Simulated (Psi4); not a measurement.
**HF/STO-3G (sweep point 1) run of [GeH3]− (SMILES [H][Ge-]([H])[H])**

What is the vertical electron affinity of [GeH3]− at HF/STO-3G (sweep point 1)? 

The results are computed with Psi4 1.11.

## Step 1: The molecule

[GeH3]−: 4 atoms, total charge -1, spin state singlet. SMILES: `[H][Ge-]([H])[H]`. Geometry: a GFN2-xTB relaxation, a rough one for these elements and not checked as a minimum.

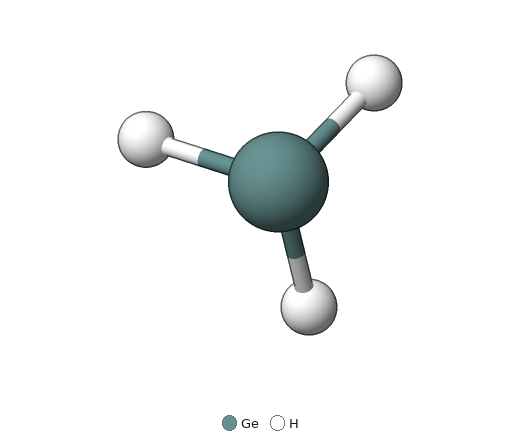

The structure, seen from a chosen angle (germanium teal, hydrogen white).

## Step 2: The energy at HF/STO-3G (sweep point 1)

calc.in

```
memory 1600 MB

molecule geom {
  -1 1
  Ge    -0.01421074     0.01096041     1.45132856
  H      2.68709606    -0.05945078    -0.46190576
  H     -1.28021386     2.36115610    -0.51347638
  H     -1.39267146    -2.31268463    -0.47592752
  units au
  symmetry c1
}

set globals {
  basis STO-3G
  reference rhf
  puream true
  scf_type pk
}

energy_value, wavefunction = energy('scf', return_wfn=True)
```

Command:

```
$ psi4 -i calc.in -o calc.out -n 1
```

calc.out:

```text
[...]
  Running in c1 symmetry.
[...]
  Nuclear repulsion =   29.605012028104341
[...]
  Multiplicity = 1
[...]
  Nalpha       = 18
  Nbeta        = 18
[...]
    Number of basis functions: 21
[...]
   @RHF iter   1: -2052.65680394722312   -2.86861e+00   3.41151e-02 ADIIS/DIIS
[...]
   @RHF iter   6: -2053.23626044001458   -1.10830e-07   8.09283e-07 DIIS
[...]
    Orbital Energies [Eh]
    ---------------------
    Doubly Occupied:
       1A   -400.086749     2A    -49.936198     3A    -44.999294
       4A    -44.999289     5A    -44.998216     6A     -6.047041
       7A     -4.088684     8A     -4.088665     9A     -4.083323
      10A     -0.290553    11A     -0.225251    12A     -0.225247
      13A     -0.219610    14A     -0.219606    15A     -0.217419
      16A     -0.045301    17A     -0.044672    18A      0.074115
[...]
  @RHF Final Energy: -2053.23626044001458
   => Energetics <=
    Nuclear Repulsion Energy =             29.6050120281043405
    One-Electron Energy =               -2956.2003923325892174
    Two-Electron Energy =                 873.3591198644705855
    Total Energy =                      -2053.2362604400141208
[...]
 Multipole Moments:
 ------------------------------------------------------------------------------------
     Multipole            Electronic (a.u.)      Nuclear  (a.u.)        Total (a.u.)
 ------------------------------------------------------------------------------------
 L = 1.  Multiply by 2.5417464519 to convert [e a0] to [Debye]
 Dipole X            :         -0.0371029            0.0307843           -0.0063186
 Dipole Y            :          0.0293400           -0.0237535            0.0055866
 Dipole Z            :          3.8178934           -3.1439633            0.6739301
 Magnitude           :                                                    0.6739829
[...]
```

Wall time 1.9 s (1 thread of AMD EPYC 7R13 (Zen 3), shared host); peak memory 0.19 GiB.

## Step 3: Doublet [GeH3]2−

job.in

```
memory 1600 MB

molecule {
  -2 2
  Ge    -0.01421074     0.01096041     1.45132856
  H      2.68709606    -0.05945078    -0.46190576
  H     -1.28021386     2.36115610    -0.51347638
  H     -1.39267146    -2.31268463    -0.47592752
  units bohr
  symmetry c1
}

set basis STO-3G
set reference uhf
set puream true
set scf_type pk
set maxiter 150

energy("hf")
```

Command:

```
$ psi4 -n 1 job.in job.out
```

job.out:

```text
[...]
  Running in c1 symmetry.
[...]
  Nuclear repulsion =   29.605012028104341
[...]
  Multiplicity = 2
[...]
  Nalpha       = 19
  Nbeta        = 18
[...]
    Number of basis functions: 21
[...]
   @UHF iter   1: -2052.02336663840379   -2.23517e+00   3.18415e-02 DIIS/ADIIS
[...]
   @UHF iter  17: -2052.56583852916538   -2.20625e-08   5.50025e-07 DIIS
[...]
   @S^2 Observed:                7.654841727E-01
[...]
    Orbital Energies [Eh]
    ---------------------
    Alpha Occupied:
       1A   -399.664406     2A    -49.519738     3A    -44.583531
       4A    -44.582741     5A    -44.581257     6A     -5.646705
       7A     -3.690574     8A     -3.690272     9A     -3.684274
      10A      0.007482    11A      0.158564    12A      0.172016
      13A      0.177950    14A      0.180984    15A      0.186793
      16A      0.234076    17A      0.243636    18A      0.349821
      19A      0.658863
    Alpha Virtual:
      20A      0.983272    21A      1.114623
[...]
  @UHF Final Energy: -2052.56583852916538
   => Energetics <=
    Nuclear Repulsion Energy =             29.6050120281043405
    One-Electron Energy =               -2969.4220370102739253
    Two-Electron Energy =                 887.2511864530044932
    Total Energy =                      -2052.5658385291653758
  UHF NO Occupations:
  HONO-2 :   17  A 1.9998931
  HONO-1 :   18  A 1.9923354
[...]
 Multipole Moments:
 ------------------------------------------------------------------------------------
     Multipole            Electronic (a.u.)      Nuclear  (a.u.)        Total (a.u.)
 ------------------------------------------------------------------------------------
 L = 1.  Multiply by 2.5417464519 to convert [e a0] to [Debye]
 Dipole X            :         -0.2030324            0.0307843           -0.1722481
 Dipole Y            :          0.0156522           -0.0237535           -0.0081012
 Dipole Z            :          4.5081220           -3.1439633            1.3641587
 Magnitude           :                                                    1.3750142
[...]
```

Wall time 1.9 s (1 thread of AMD EPYC 7R13 (Zen 3), shared host); peak memory 0.19 GiB.

## Step 4: Outcome

Level: HF/STO-3G (sweep point 1).

| quantity | value |
| --- | --- |
| singlet [GeH3]−: total energy | -2053.23626 Eh |
| singlet [GeH3]−: HOMO energy | 2.02 eV |
| singlet [GeH3]−: LUMO energy | 18.56 eV |
| singlet [GeH3]−: HOMO–LUMO gap (to an unbound level, set by the basis) | 16.54 eV |
| doublet [GeH3]2−: total energy | -2052.56584 Eh |
| doublet [GeH3]2−: HOMO energy (highest over α and β) | 17.93 eV |
| doublet [GeH3]2−: LUMO energy (lowest over α and β) | 26.76 eV |
| doublet [GeH3]2−: ⟨S²⟩ | 0.765 |
| vertical electron affinity (to the doublet dianion) | -18.243 eV |

**Reading.** The dianion lies 18.24 eV (1760 kJ/mol) above the anion: the electron isn't bound at this level, and such a value depends on the basis. Without diffuse functions anions come out too high. Hartree–Fock misses the correlation that binds many anions. In a minimal basis such a difference can be off by several eV, whatever the method. The HOMO (singlet [GeH3]−) lies at positive energy, 2.02 eV: the electron is unbound at this level or held by a compact basis; values depend on the basis. The HOMO (doublet [GeH3]2−) lies at positive energy, 17.93 eV: the electron is unbound at this level or held by a compact basis; values depend on the basis.
